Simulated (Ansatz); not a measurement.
# A family of molecules: the atomisation energy (no zero-point term)

One atom is swapped for its congeners: CH6OSn `C[O][SnH3]`; CH6SSn `C[S][SnH3]`; Se(CH3)(SnH3). All are singlets with charge 0.

Shapes, held fixed at every level: PBE0-D4/def2-TZVP. Programs: Ansatz 0.2.0. Values in eV.

```csv
level,CH6OSn,CH6SSn,Se(CH3)(SnH3)
SPW92/def2-TZVPP,32.83,31.18,30.58
PBE0-D4/def2-TZVPP,28.43,27.40,26.82
wB97X-V/def2-TZVPP,28.92,27.77,27.16
CCSD(T)/def2-SVP,27.02,25.74,25.27
CCSD/def2-TZVPP,27.81,26.61,26.14
CCSD(T)/def2-TZVPP,28.20,26.97,26.50
```

At CCSD(T)/def2-TZVPP the atomisation energy falls at every step, from 28.20 to 26.50 eV. Every level shows the same order. For atoms past krypton def2 sets carry core potentials with scalar relativity. Relativity is left out for Se unless named. Correlated rows may include outer-core shells of Se, Sn, which these sets cover unevenly. Spin-orbit coupling, which grows down the group, is left out (summed over each molecule's free atoms 0.32, 0.33, 0.43 eV).

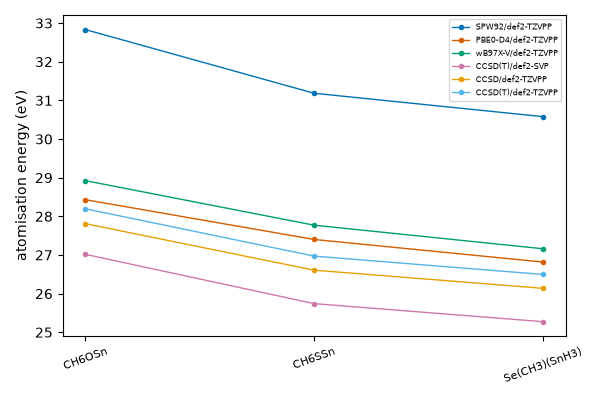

The trend along the series, level by level.
